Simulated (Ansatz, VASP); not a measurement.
# AlN: VASP beside Ansatz

Aim: how closely do two programs agree when they are given the same cell, functional and k mesh? Valence electrons are named where the data sets of a main pair hold unlike numbers.

Method: plane waves, with VASP 6.6.1 beside it; band structure at PBE and single point at PBE, in Ansatz 0.2.0.

## (1) Set-up

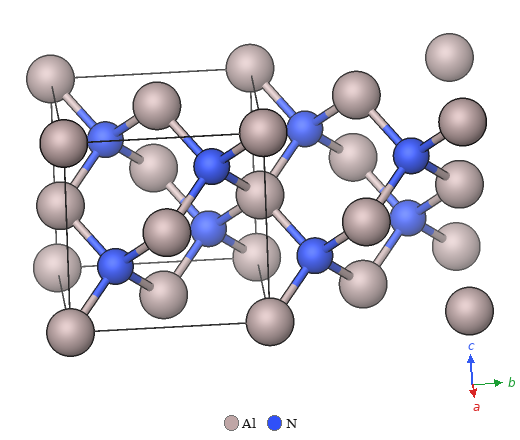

Start, viewed slightly off an axis; aluminium light grey, nitrogen blue. 1×2×1 cells are drawn. This picture shows the conventional cell, with its axes. Bonds to atoms that aren't drawn are left out. Some periodic images of atoms are drawn too.

## (2) Ansatz: band structure, PBE

Ansatz runs on its default PAW (the set named soft_2) files.

The same path points are solved in both programs, so levels can be compared one by one.

File input.yaml:

```yaml
crystal:
  lattice:
    - [0.0, 2.1839935596, 2.1839935596]
    - [2.1839935596, 0.0, 2.1839935596]
    - [2.1839935596, 2.1839935596, 0.0]
  atoms:
    - { symbol: Al, position: [0.0, 0.0, 0.0] }
    - { symbol: "N", position: [0.25, 0.25, 0.25] }
hamiltonian:
  xc: pbe
  pseudopotentials: { kind: paw }
kpoints:
  mp_grid: { grid: [6, 6, 6] }
  band_path:
    path:
      - [0.0, 0.0, 0.0]
      - [0.18182, 0.0, 0.18182]
      - [0.36364, 0.0, 0.36364]
      - [0.5, 0.0, 0.5]
      - [0.5, 0.09091, 0.59091]
      - [0.5, 0.18182, 0.68182]
      - [0.5, 0.25, 0.75]
      - [0.45455, 0.29545, 0.75]
      - [0.40909, 0.34091, 0.75]
      - [0.375, 0.375, 0.75]
      - [0.20455, 0.20455, 0.40909]
      - [0.06818, 0.06818, 0.13636]
      - [0.03409, 0.03409, 0.06818]
      - [0.04545, 0.04545, 0.04545]
      - [0.22727, 0.22727, 0.22727]
      - [0.40909, 0.40909, 0.40909]
      - [0.51136, 0.47727, 0.51136]
      - [0.55682, 0.38636, 0.55682]
      - [0.60227, 0.29545, 0.60227]
      - [0.61364, 0.25, 0.63636]
      - [0.56818, 0.25, 0.68182]
      - [0.51136, 0.25, 0.73864]
      - [0.5, 0.29545, 0.70455]
      - [0.5, 0.38636, 0.61364]
      - [0.5, 0.47727, 0.52273]
      - [0.47727, 0.47727, 0.54545]
      - [0.43182, 0.43182, 0.63636]
      - [0.38636, 0.38636, 0.72727]
      - [0.60227, 0.20455, 0.60227]
      - [0.55682, 0.11364, 0.55682]
      - [0.5, 0.0, 0.5]
    npoints: 1
scf:
  occupations: { method: gaussian, width: 0.01 }
  n_extra_bands: 7
output:
  forces: true
  stress: true
  eigenvalues: true
  write_density: true
  write_potential: true
  elf: true
  volumetric_format: npy
```

Command:

```
$ ansatz run input.yaml --threads 2 --pin off --max-ram 4608MiB --backend cpu --events-out ev --progress --plain --runs-dir out
```

Numbers of over 12 decimals in the logs are rounded to 6 here.

Log:

```text
scf.n_extra_bands = 7 over 4 filled bands (N_el = 8.0): the run solves 11 bands
Engine: ansatz 0.2.0, aarch64-unknown-linux-gnu
Pseudopotentials: kind: paw
Pseudopotential: Al, paw, valence charge 3, recommended cutoff 420 eV (normal), Al.paw.azcp
Pseudopotential: N, paw, valence charge 5, recommended cutoff 420 eV (normal), N.paw.azcp
Functional definition: PBE
  parameter kappa = 0.804
  parameter beta = 0.066725
  exchange = pbe_x(kappa = kappa, mu = beta*pi^2/3)
  correlation = pbe_c(beta = beta)
Crystal: 2 atoms, lattice volume = 20.835 Å³
Basis set: ecut = 420 eV, 411 PW (Γ), exchange–correlation on 48×48×48 points (8 copies of the dense FFT grid, shifted against one another)
Bands: 11, of which v1, the nominal top of the filled ones, is band 4 counted from 1 (3 counted from 0)
Symmetry: 24 space group operations
Space group: F-43m (ITA 216), of the structure as read, at distance tolerance 2.8e-5 Å
k-points: 16 of 216 (time reversal used)
Non-local potential: Al, projectors of the file, l = 0: 2, l = 1: 2, l = 2: 1
Non-local potential: N, projectors of the file, l = 0: 2, l = 1: 2, l = 2: 1
PAW form: soft (Blöchl's): semilocal exchange-correlation on the pseudo side does not see the compensation charge
PAW one-centre angular grid: Al, 110 points (default); XC on 64 Gauss nodes
PAW one-centre angular grid: N, 110 points (default); XC on 64 Gauss nodes
Initial density: superposition of atomic densities (neutral atoms: chi_scale 0, normalization atom), corrected by the library's trained network
Initial wavefunctions: pseudopotential atomic-orbital guess
Functional: x = pbe(κ = 0.804, μ = 0.219515), c = pbe(β = 0.066725)
SCF iter   1: F=—  HF=-924.201461 eV  |F-HF|=—  |Δ(HF+E_count)|=         —  Δρ=7.49e-4  dr2=3.89e-5  ethr=1.77e-3  ⟨swp⟩=5.2  Hψ=1093  notcnv=0
preconditioner: auto → none  [insulator: Δε(μ)=3.327 eV  Ē_g=19.139 eV  σ=0.010 eV  W_gap=1.00  n_scr=0 (ndim 8)  ℏωp=23.0 eV  f_vac=0.000  D(μ)=0.00/eV (n_scr^D=0)  ε∞_Penn≈2.4]
SCF iter   2: F=—  HF=-924.201600 eV  |F-HF|=—  |Δ(HF+E_count)|=   1.39e-4  Δρ=3.38e-4  dr2=5.56e-6  ethr=4.86e-7  ⟨swp⟩=2.0  Hψ=443  notcnv=0  defer=28
SCF iter   3: F=—  HF=-924.201635 eV  |F-HF|=—  |Δ(HF+E_count)|=   3.54e-5  Δρ=6.95e-5  dr2=2.74e-7  ethr=6.95e-8  ⟨swp⟩=2.3  Hψ=200  notcnv=0  defer=28
iter 4 did not close the SCF: its close was put off for the readings that it lacked (scf_convergence_deferred on its scf_iter line)
SCF iter   4: F=-924.201637 eV  HF=-924.201637 eV  |F-HF|=1.87e-9  |Δ(HF+E_count)|=   1.37e-6  Δρ=7.62e-6  dr2=4.36e-9  ethr=3.42e-9  ⟨swp⟩=2.1  Hψ=206  notcnv=0  defer=28
iter 5 did not close the SCF: its close was put off for the readings that it lacked (scf_convergence_deferred on its scf_iter line)
SCF iter   5: F=-924.201637 eV  HF=-924.201637 eV  |F-HF|=1.48e-12  |Δ(HF+E_count)|=   2.77e-9  Δρ=2.63e-7  dr2=9.44e-12  ethr=5.44e-11  ⟨swp⟩=2.6  Hψ=211  notcnv=0  defer=28
SCF iter   6: F=-924.201637 eV  HF=-924.201637 eV  |F-HF|=2.27e-13  |Δ(HF+E_count)|=  4.21e-12  Δρ=6.07e-8  dr2=3.23e-13  ethr=1.00e-12  ⟨swp⟩=6.4  Hψ=780  notcnv=0
SCF 1 converged in 6 iterations: F = -924.201637 eV  dr2 = 3.23e-13
  greatest PAW one-centre occupation: 0.788 electrons in one spin orbital (limit 2), on the N atom at site 1 (counted from 0), in its partial waves of l = 0
NSCF: frozen V_eff on 31 k-points
SCF converged after 6 iterations
Free energy (F): -924.201637 eV
Harris-Foulkes:  -924.201637 eV  (|F-HF|=2.27e-13)
Internal energy: -924.201637 eV  (E = F + TS)
E sigma→0 (E₀):  -924.201637 eV
Fermi energy:    8.634973 eV
--- Per-component energies (eV) ---
  E_band       = 15.404410
  E_kinetic    = 159.524919
  E_local      = -222.813209  (includes V_loc(G=0)·N_el)
  E_nonlocal   = 55.517984
  E_hartree    = 77.227536
  E_xc         = -101.854145
  E_vxc        = -107.981209  (∫ρ·V_xc dr)
  E_paw        = -595.201264  (= ΣΔE_a)
  E_vpaw       = -23.299241  (= ΣTr[D̂ρ^β])
  E_aug_tail   = 0.000098  (compensation charges beyond the density's cutoff)
  E_ewald      = -296.603555
  E_smearing   = -0.000000  (= −TS)
  E_closure    = 0.000000  (closes the sum)
  Σ components = -924.201637   (vs F -924.201637, Δ=0.00e0)
--- Forces (eV/Å), atoms counted from 1 ---
  atom   1  Al     0.00000000    -0.00000000     0.00000000
  atom   2  N     -0.00000000     0.00000000     0.00000000
  max |Σ_I F_I| component: 1.30e-16 eV/Å
--- Stress (GPa, compression-positive) ---
        4.858722      -0.000000      -0.000000
        0.000000       4.858722       0.000000
       -0.000000       0.000000       4.858722
  P = ⅓ Tr σ = 4.8587 GPa (48.587 kbar)
--- Band table (eV; the first three rows and the last of 16) ---
  k-point 0: bands = [-7.9952, 6.9730, 6.9730, 6.9730, 11.1583, 19.5527, 19.5527, 19.5527, ... 3 higher]
  k-point 1: bands = [-7.5982, 5.1225, 6.8419, 6.8419, 12.5837, 18.6374, 19.7126, 19.7126, ... 3 higher]
  k-point 2: bands = [-6.6141, 2.4312, 6.6041, 6.6041, 13.9813, 17.3776, 18.7052, 18.7052, ... 3 higher]
  k-point 15: bands = [-5.2755, 2.6676, 4.2008, 4.4807, 12.2213, 17.2871, 19.9534, 19.9935, ... 3 higher]
```

It took 1.2 s on 2 threads of Arm Neoverse N1, shared host; peak memory 0.23 GiB; 1.9 s of CPU time.

Reading the cycles: dr2 is the Hartree energy of the density residual (eV), the measure of convergence; HF is the Harris–Foulkes estimate of the energy, which meets the free energy F at convergence.

## (3) VASP: band structure, PBE

The same cell, functional, mesh and smearing now go to VASP, with its own data sets.

Lines of VASP's logs that name or quote its potential files are left out, and so is its time.

File INCAR:

```
SYSTEM = AlN
PREC = Accurate
ENCUT = 450
EDIFF = 1E-08
NELM = 100
ISMEAR = 0
SIGMA = 0.01
LREAL = .FALSE.
ALGO = Normal
GGA = PE
NBANDS = 10
LORBIT = 11
LWAVE = .TRUE.
LCHARG = .FALSE.
KPAR = 8
```

File POSCAR:

```
AlN
1.0
    0.0000000000      2.1839935596      2.1839935596
    2.1839935596      0.0000000000      2.1839935596
    2.1839935596      2.1839935596      0.0000000000
Al N
1 1
Direct
    0.0000000000      0.0000000000      0.0000000000
    0.2500000000      0.2500000000      0.2500000000
```

File KPOINTS:

```
Automatic mesh
0
Gamma
6 6 6
0 0 0
```

File KPOINTS_OPT:

```
Line mode
12
Line-mode
Reciprocal
  0.00000000   0.00000000   0.00000000 GAMMA
  0.50000000   0.00000000   0.50000000 X

  0.50000000   0.00000000   0.50000000 X
  0.50000000   0.25000000   0.75000000 W

  0.50000000   0.25000000   0.75000000 W
  0.37500000   0.37500000   0.75000000 K

  0.37500000   0.37500000   0.75000000 K
  0.00000000   0.00000000   0.00000000 GAMMA

  0.00000000   0.00000000   0.00000000 GAMMA
  0.50000000   0.50000000   0.50000000 L

  0.50000000   0.50000000   0.50000000 L
  0.62500000   0.25000000   0.62500000 U

  0.62500000   0.25000000   0.62500000 U
  0.50000000   0.25000000   0.75000000 W

  0.50000000   0.25000000   0.75000000 W
  0.50000000   0.50000000   0.50000000 L

  0.50000000   0.50000000   0.50000000 L
  0.37500000   0.37500000   0.75000000 K

  0.62500000   0.25000000   0.62500000 U
  0.50000000   0.00000000   0.50000000 X
```

The projector-augmented-wave data sets are Al_GW and N_GW (PBE family, release 64).

Command:

```
$ mpirun -np 8 vasp_std
```

Log:

```text
[banner, memory and clock lines left out]
running    8 mpi-ranks, on    1 nodes
 distrk:  each k-point on    1 cores,    8 groups
 distr:  one band on    1 cores,    1 groups

 POSCAR found type information on POSCAR AlN
 POSCAR found :  2 types and       2 ions
|                                                                             |
|           W    W    AA    RRRRR   N    N  II  N    N   GGGG   !!!           |
|           W    W   A  A   R    R  NN   N  II  NN   N  G    G  !!!           |
|           W    W  A    A  R    R  N N  N  II  N N  N  G       !!!           |
|           W WW W  AAAAAA  RRRRR   N  N N  II  N  N N  G  GGG   !            |
|           WW  WW  A    A  R   R   N   NN  II  N   NN  G    G                |
|           W    W  A    A  R    R  N    N  II  N    N   GGGG   !!!           |
|                                                                             |
|     For optimal performance we recommend to set                             |
|       NCORE = 2 up to number-of-cores-per-socket                            |
|     NCORE specifies how many cores store one orbital (NPAR=cpu/NCORE).      |
|     This setting can greatly improve the performance of VASP for DFT.       |
|     The default, NCORE=1 might be grossly inefficient on modern             |
|     multi-core architectures or massively parallel machines. Do your        |
|     Unfortunately you need to use the default for GW and RPA                |
|     calculations (for HF NCORE is supported but not extensively tested      |
|     yet).                                                                   |
|                                                                             |

 LDA part: xc-table for (Slater+PW92), standard interpolation
 POSCAR, INCAR and KPOINTS ok, starting setup
 FFT: planning ... GRIDC
 FFT: planning ... GRID_SOFT
 FFT: planning ... GRID
 WAVECAR not read
 entering main loop
       N       E                     dE             d eps       ncg     rms          rms(c)
DAV:   1     0.158873640167E+02    0.15887E+02   -0.44172E+03   320   0.664E+02
DAV:   2    -0.162641899288E+02   -0.32152E+02   -0.30702E+02   406   0.168E+02
DAV:   3    -0.172175139601E+02   -0.95332E+00   -0.95168E+00   386   0.254E+01
DAV:   4    -0.172229043273E+02   -0.53904E-02   -0.53884E-02   400   0.250E+00
DAV:   5    -0.172229880270E+02   -0.83700E-04   -0.83698E-04   400   0.273E-01    0.855E+00
DAV:   6    -0.148865229797E+02    0.23365E+01   -0.12222E+01   434   0.249E+01    0.220E+00
DAV:   7    -0.148678711259E+02    0.18652E-01   -0.82980E-02   372   0.261E+00    0.141E+00
DAV:   8    -0.148612283434E+02    0.66428E-02   -0.26040E-02   350   0.276E+00    0.184E-01
DAV:   9    -0.148609964668E+02    0.23188E-03   -0.14954E-03   482   0.343E-01    0.652E-02
DAV:  10    -0.148611260883E+02   -0.12962E-03   -0.14502E-04   344   0.902E-02    0.136E-02
DAV:  11    -0.148611249217E+02    0.11666E-05   -0.39962E-06   428   0.213E-02    0.288E-03
DAV:  12    -0.148611251081E+02   -0.18640E-06   -0.36211E-07   360   0.498E-03    0.322E-04
DAV:  13    -0.148611251083E+02   -0.23067E-09   -0.16553E-08   322   0.880E-04
   1 F= -.14861125E+02 E0= -.14861125E+02  d E =-.651690E-19
 Start KPOINTS_OPT (optional k-point list driver)
k-point batch [1-16\120]
       N       E                     dE             ncg
DAV:   1     0.508309209812E+03   -0.29567E+04      336
DAV:   2     0.408411958155E+02   -0.46747E+03      474
DAV:   3     0.280243797190E+02   -0.12817E+02      392
DAV:   4     0.279418203546E+02   -0.82559E-01      400
DAV:   5     0.279404186934E+02   -0.14017E-02      430
DAV:   6     0.279403962595E+02   -0.22434E-04      416
DAV:   7     0.279403956507E+02   -0.60884E-06      456
DAV:   8     0.279403956327E+02   -0.17957E-07      388
DAV:   9     0.279403956324E+02   -0.33793E-09      278
[...]
k-point batch [113-120\120]
       N       E                     dE             ncg
DAV:   1     0.292856616299E+04   -0.29020E+04      168
DAV:   2     0.274961209608E+04   -0.17895E+03      226
DAV:   3     0.274587874812E+04   -0.37333E+01      190
DAV:   4     0.274585559418E+04   -0.23154E-01      230
DAV:   5     0.274585534196E+04   -0.25223E-03      200
DAV:   6     0.274585533556E+04   -0.63964E-05      246
DAV:   7     0.274585533555E+04   -0.72464E-08      200
 writing wavefunctions
```

From OUTCAR (step 3):

```text
ion  position               nearest neighbor table
   1  0.000  0.000  0.000-   2 1.89   2 1.89   2 1.89   2 1.89
   2  0.250  0.250  0.250-   1 1.89   1 1.89   1 1.89   1 1.89

  LATTYP: Found a face centered cubic cell.
 ALAT       =     4.3679871192

 Subroutine GETGRP returns: Found 24 space group operations
 (whereof 24 operations were pure point group operations)

The static configuration has the point symmetry T_d .

 Found     16 irreducible k-points:

   k-points           NKPTS =     16   k-points in BZ     NKDIM =     16   number of bands    NBANDS=     10

   dimension x,y,z NGX =    24 NGY =   24 NGZ =   24
   dimension x,y,z NGXF=    48 NGYF=   48 NGZF=   48

   ENCUT  =  450.0 eV  33.07 Ry    5.75 a.u.   5.34  5.34  5.34*2*pi/ulx,y,z

   NELECT =       8.0000    total number of electrons

 k-points in reciprocal lattice and weights: Automatic mesh
   0.00000000  0.00000000  0.00000000       0.005
   0.16666667  0.00000000  0.00000000       0.037
   0.33333333  0.00000000  0.00000000       0.037
   0.50000000  0.00000000  0.00000000       0.019
   0.16666667  0.16666667  0.00000000       0.028
   0.33333333  0.16666667  0.00000000       0.111
   0.50000000  0.16666667  0.00000000       0.111
  -0.33333333  0.16666667  0.00000000       0.111
  -0.16666667  0.16666667  0.00000000       0.056
[...]
-0.33333333  0.33333333  0.16666667       0.111
  -0.33333333  0.50000000  0.16666667       0.056

 average (electrostatic) potential at core
       1 -49.9845       2 -60.0239

 E-fermi :   5.0114

 k-point     1 :       0.0000    0.0000    0.0000
  band No.  band energies     occupation
      1     -10.0369      2.00000
      2       4.9525      2.00000
      3       4.9525      2.00000
      4       4.9525      2.00000
      5       9.1393      0.00000
      6      17.5014      0.00000
      7      17.5014      0.00000
      8      17.5014      0.00000
      9      22.6311      0.00000
    ...

 k-point     2 :       0.1667    0.0000    0.0000
  band No.  band energies     occupation
      1      -9.6398      2.00000
      2       3.0964      2.00000
      3       4.8201      2.00000
      4       4.8201      2.00000
      5      10.5619      0.00000
      6      16.5923      0.00000
      7      17.6686      0.00000
      8      17.6686      0.00000
      9      20.8298      0.00000
    ...

 k-point     3 :       0.3333    0.0000    0.0000
  band No.  band energies     occupation
      1      -8.6541      2.00000
      2       0.3998      2.00000
      3       4.5800      2.00000
      4       4.5800      2.00000
      5      11.9551      0.00000
      6      15.3477      0.00000
      7      16.6777      0.00000
      8      16.6777      0.00000
      9      22.2846      0.00000
    ...

  Total        0.3169182      0.3169182      0.3169182      0.0000000     -0.0000000      0.0000000
  in kB       24.3710199     24.3710199     24.3710199      0.0000000     -0.0000000      0.0000000
  external PRESSURE =      24.3710199 kB  Pullay stress =       0.0000000 kB

  energy-cutoff  :      450.00
  volume of cell :       20.83
      direct lattice vectors                 reciprocal lattice vectors
     0.000000000  2.183993560  2.183993560    -0.228938404  0.228938404  0.228938404
     2.183993560  0.000000000  2.183993560     0.228938404 -0.228938404  0.228938404
     2.183993560  2.183993560  0.000000000     0.228938404  0.228938404 -0.228938404

 POSITION                                       TOTAL-FORCE (eV/Angst)
 -----------------------------------------------------------------------------------
      0.00000      0.00000      0.00000         0.000000      0.000000      0.000000
      1.09200      1.09200      1.09200        -0.000000     -0.000000     -0.000000
 -----------------------------------------------------------------------------------
    total drift:                               -0.000000     -0.000000     -0.000000

  FREE ENERGIE OF THE ION-ELECTRON SYSTEM (eV)
  ---------------------------------------------------
  free  energy   TOTEN  =       -14.8611251083 eV

  energy  without entropy=      -14.8611251083  energy(sigma->0) =      -14.86112511

 total charge
# of ion       s       p       d       tot
------------------------------------------
    1        0.437   0.559   0.216   1.213
    2        1.193   2.570   0.000   3.763
--------------------------------------------------
tot          1.630   3.129   0.216   4.976

[... 3 further parts left out ...]
```

The run ends at a pressure of 2.44 GPa.

## (4) Side by side

Known differences besides the potentials themselves: the cutoff is 420 eV in Ansatz and 450 eV in VASP; VASP leaves aspherical gradient terms in its spheres out (LASPH is not set), Ansatz keeps them. Total energies have different zeros and are not compared.

The two programs side by side:

```
                     quantity  Ansatz   VASP  difference
gap over the path points (eV)   3.324  3.314      +0.010
```

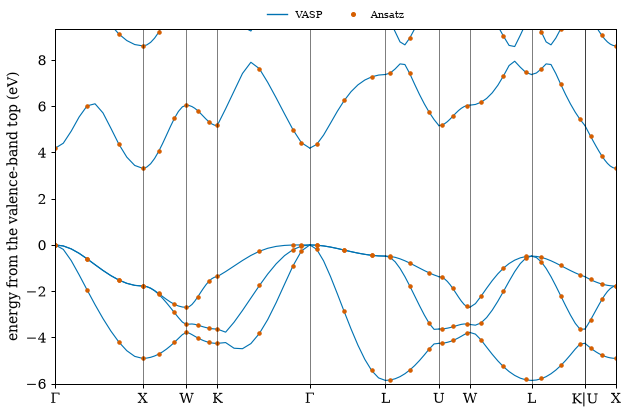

Bands from VASP (lines) and levels from Ansatz (dots). Dots without a line are higher empty bands that the VASP plot leaves out.

Levels at points of the path, from each program's valence-band top (eV; 3 filled, then empty):

```
k (reciprocal lattice)                        Ansatz                          VASP
     0.000 0.000 0.000     0.00 0.00 0.00 4.18 12.58     0.00 0.00 0.00 4.19 12.55
     0.182 0.000 0.182  -1.94 -0.60 -0.60 6.02 11.00  -1.95 -0.60 -0.60 6.02 10.98
     0.364 0.000 0.364   -4.19 -1.51 -1.51 4.37 9.14   -4.20 -1.52 -1.52 4.36 9.12
     0.500 0.000 0.500   -4.90 -1.77 -1.77 3.32 8.62   -4.91 -1.78 -1.78 3.31 8.61
     0.500 0.091 0.591   -4.71 -2.12 -2.08 4.04 9.20   -4.73 -2.13 -2.10 4.04 9.19
     0.500 0.182 0.682  -4.20 -2.92 -2.55 5.48 10.56  -4.21 -2.93 -2.57 5.48 10.56
     0.500 0.250 0.750  -3.77 -3.43 -2.69 6.04 11.41  -3.78 -3.44 -2.70 6.04 11.42
     0.455 0.295 0.750  -4.00 -3.45 -2.25 5.81 10.76  -4.02 -3.47 -2.26 5.81 10.75
     0.409 0.341 0.750  -4.20 -3.59 -1.57 5.33 10.22  -4.21 -3.60 -1.58 5.33 10.22
     0.375 0.375 0.750  -4.25 -3.62 -1.36 5.17 10.10  -4.26 -3.64 -1.37 5.16 10.10
```

Among the levels compared at these points, filled levels agree within 17 meV and empty ones within 31 meV. Not compared: the pressure (VASP's GW data sets at this cutoff don't carry it).

## (5) Other set-ups

Further runs change the set-up of one program: Ansatz's method, potentials or start, or VASP's data sets, cutoff or form of LDA. The table gives that difference for each run.

```
                                        run  gap over the path points (eV)
                                   as above                         0.0096
          Ansatz's all-electron LAPW method                         0.0015
   Ansatz's larger PAW set (cutoff 1050 eV)                         0.0025
norm-conserving potentials (cutoff 1240 eV)                        -0.0040
```

[end of part 1 of 2]

[Lines on the potential files, build, host, timing and source positions are cut from VASP's logs without a mark.]

[Logs are printed without paths, hosts, clocks, repeated set-up lines and the standing remarks that a program may print on its own settings, such as how far it seeks lower states.]

[Hosts, paths, dates, database ids (printed as entryN), source tags and the programs' standing remarks are cut or masked in the printed files.]
